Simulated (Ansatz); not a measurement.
**FGeH₃O₂: density, localisation and related maps**

Input

```
crystal:
  periodic: [false, false, false]
  atoms:
    - { symbol: Ge, position_ang: [0.156565, -0.161021, 0.481141] }
    - { symbol: H, position_ang: [0.30386, 0.314409, 1.911065] }
    - { symbol: O, position_ang: [1.889836, -0.255549, 0.394127] }
    - { symbol: H, position_ang: [2.340519, -0.578387, -0.371981] }
    - { symbol: F, position_ang: [-0.488828, 0.988685, -0.616292] }
    - { symbol: O, position_ang: [-0.643276, -1.643173, 0.077585] }
    - { symbol: H, position_ang: [-1.427476, -1.600464, -0.446644] }
basis:
  gaussian: { orbitals: def2-SVP }
hamiltonian:
  xc: hf
relax:
  f_tol: 0.03
  max_steps: 50
output:
  orbitals: {}
```

Command:

```sh
ansatz run input.yaml --threads 1 --pin off --max-ram 2048MiB --backend cpu --events-out ev --progress --plain --runs-dir out
```

The fields are those of the relaxed geometry.

Computed with Ansatz 0.2.0, RHF/def2-SVP.

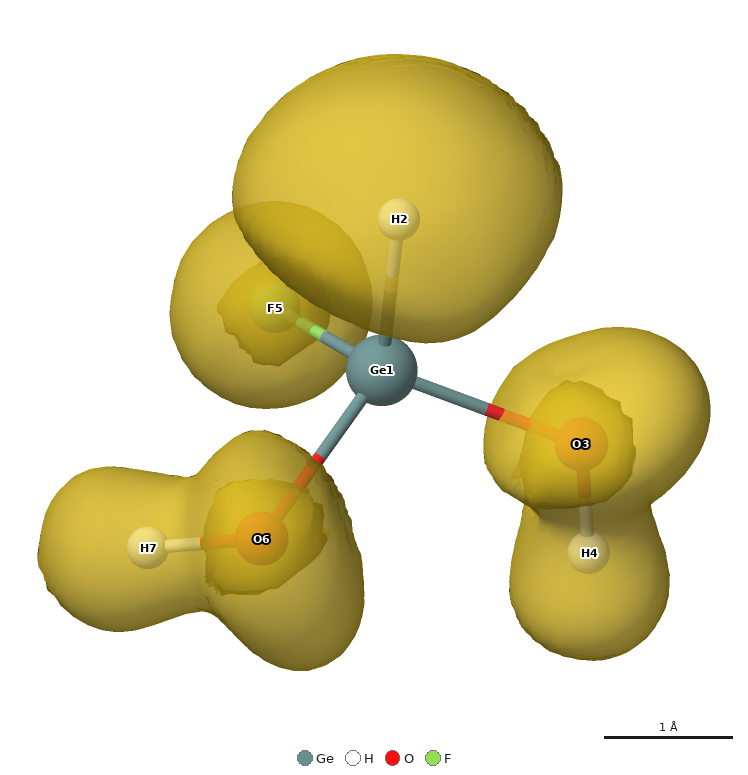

Figure 1. Isosurface of the electron localisation function at 0.75 (yellow), seen at a tilt. Only the valence region is drawn (cores and ρ < 0.01 e/Å³ removed).

What do the ELF domains correspond to?

At this value the surface marks out one region around a hydrogen nucleus, one region wrapped around F (its valence shell) and two joined regions spread over several atoms (H, O), in which their bonds and any lone pairs are merged. Profiles from the grid: Ge–F (1.72 Å): the ELF peaks at about 0.85 in the valence shell of F, 0.5 Å from its nucleus, and is about 0.25 at the midpoint. Ge–O (1.73 Å): the ELF peaks at about 0.85 in the valence shell of O, 0.6 Å from its nucleus, and is about 0.35 at the midpoint.

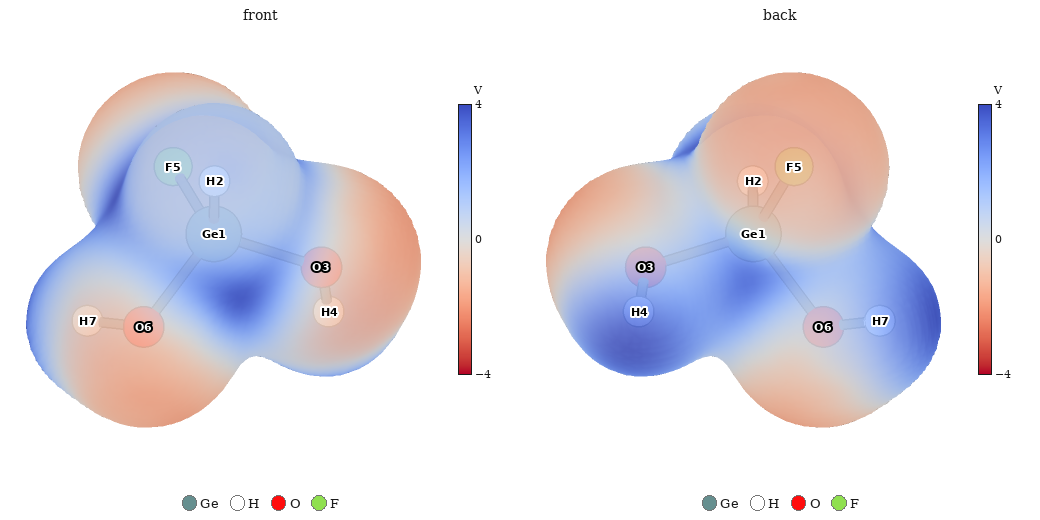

Figure 2. The electrostatic potential painted on the density surface at 0.004 e/bohr³, seen from the front and from behind; red is negative and blue positive.

Describe the electrostatic potential map.

The most negative region (about −1.8 V) lies over O3, the most positive (about +3.8 V) over Ge1, H4 and H7. O3 is the likeliest acceptor of a hydrogen bond.

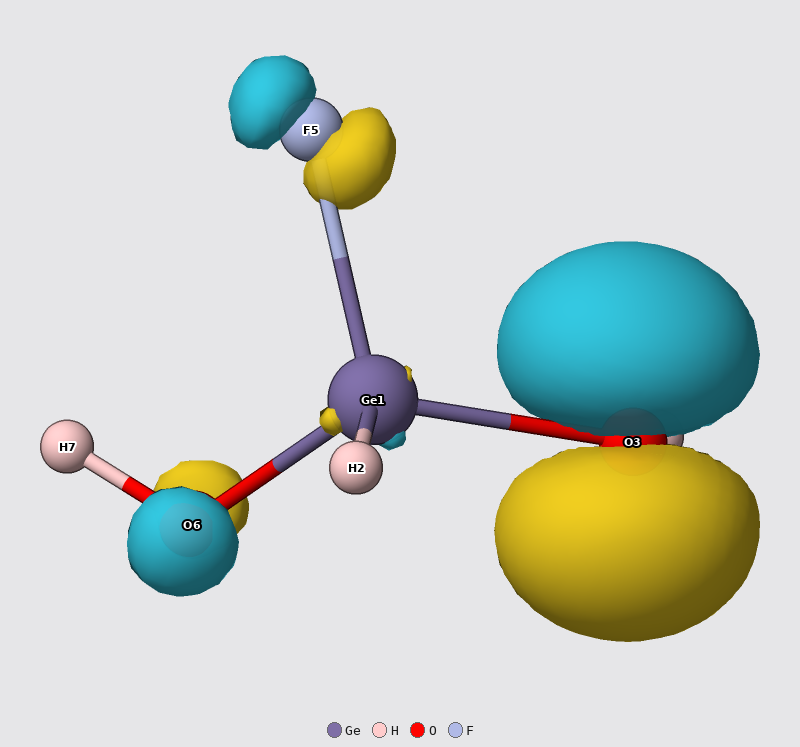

Figure 3. The HOMO−1 at ±0.2 Å⁻³ᐟ² (yellow and cyan are the two phases), seen from one side.

What is the character of this orbital?

It lies mainly on O3 (about 75 %) and Ge1 (about 10 %); largely a lone pair of O3. Its energy is −14.30 eV.

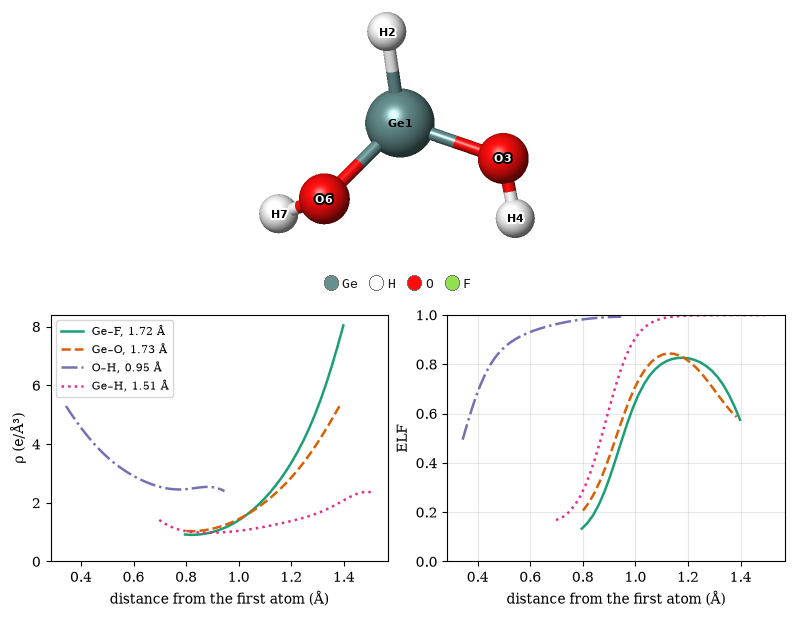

Figure 4. Electron density and electron localisation function along straight lines between neighbouring atoms. The curves leave out the atomic cores. The structure is drawn too.

Compare the contacts.

Ge–F (1.72 Å): ρ at the midpoint is about 0.93 e/Å³; the ELF peaks at about 0.85 in the valence shell of F, 0.5 Å from its nucleus, and is about 0.25 at the midpoint.
Ge–O (1.73 Å): ρ is about 1.1 e/Å³ halfway; the ELF peaks at about 0.85 in the valence shell of O, 0.6 Å from its nucleus, and is about 0.35 at the midpoint.
O–H (0.95 Å): the density is about 3.8 e/Å³ at the midpoint; the ELF climbs to about 1 towards the hydrogen, as it does in any bond to H; an ordinary covalent bond to hydrogen.
Ge–H (1.51 Å): ρ at the midpoint is about 1.1 e/Å³; the ELF climbs to about 1 towards the hydrogen.
